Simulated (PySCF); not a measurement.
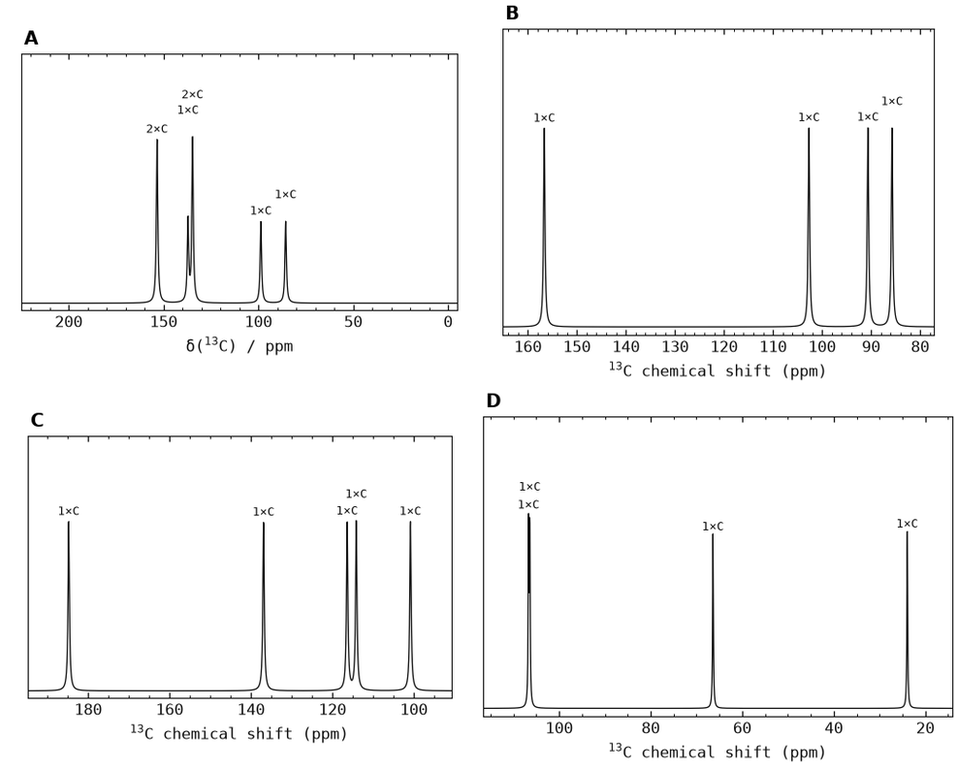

GIAO shifts, PBE0/pcSseg-1, PySCF 2.14.0, at a GFN2-xTB geometry (no frequency check), against TMS for ¹³C computed at the same level. Gas phase, fully decoupled, line heights follow the number of nuclei, widths are arbitrary (no quadrupolar broadening); values of one conformer, averaged over methyl-type rotors and exact or near symmetry.

### Pair each panel with its molecule.
1. C₄H₄FN₂⁺, SMILES C[N+]#C[C@@H](F)C#N
2. C₄HCl₃O₂, SMILES O=C(O)C#CC(Cl)(Cl)Cl
3. C₅HClFNS, SMILES N#Cc1c(Cl)csc1F
4. C₇H₈BN, SMILES [BH3-][n+]1ccc(C#C)cc1

A: 4 (153.4 (2 C), 137.1 (1 C), 134.7 (2 C), 98.7 (1 C), 85.6 (1 C) ppm)
B: 2 (156.6 (1 C), 102.7 (1 C), 90.6 (1 C), 85.7 (1 C) ppm)
C: 3 (184.8 (1 C), 136.9 (1 C), 116.4 (1 C), 114.1 (1 C), 100.8 (1 C) ppm)
D: 1 (106.7 (1 C), 106.4 (1 C), 66.4 (1 C), 23.9 (1 C) ppm)

Caveats, for all or some of the runs: the tight-binding geometry is rougher than a DFT one and adds to the error.
